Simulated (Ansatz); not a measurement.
```xyz
14

C    -1.8246    0.9582    0.1763
Sn    0.1572    0.2588   -0.1956
C     1.3419    0.0971    1.5721
C     0.2206   -1.4895   -1.4180
Br    1.2487    2.0603   -1.5610
H    -2.3750    0.2282    0.7722
H    -1.7827    1.9039    0.7163
H    -2.3416    1.1114   -0.7707
H     2.3646   -0.1665    1.3035
H     0.9333   -0.6725    2.2292
H     1.3464    1.0519    2.0974
H    -0.2309   -2.3323   -0.8920
H     1.2561   -1.7296   -1.6582
H    -0.3269   -1.3088   -2.3428
```

Geometry: PBE0-D4/def2-TZVP; core potentials replace the inner electrons of Sn.

Method: RKS PBE0-D4/def2-TZVPP (Ansatz).

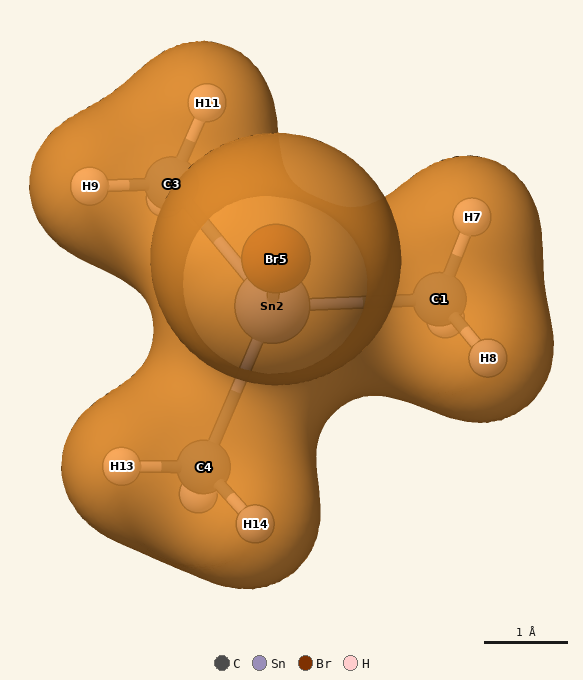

C₃H₉BrSn (SMILES [CH3][Sn]([CH3])([CH3])[Br]). Isosurface of the electron density at 0.1 e/Å³ (orange), seen at a tilt.

> How is the density connected at this value?

At this value the surface is in one piece. It bridges the sampled C–Sn (2.13 Å), Sn–Br (2.51 Å) and C–H (1.09 Å) contacts, where the density stays above the isovalue. On the grid the lowest density along these lines, outside the cores, is 0.73 e/Å³ (C–Sn, 2.13 Å), 0.49 e/Å³ (Sn–Br, 2.51 Å) and 1.9 e/Å³ (C–H, 1.09 Å).
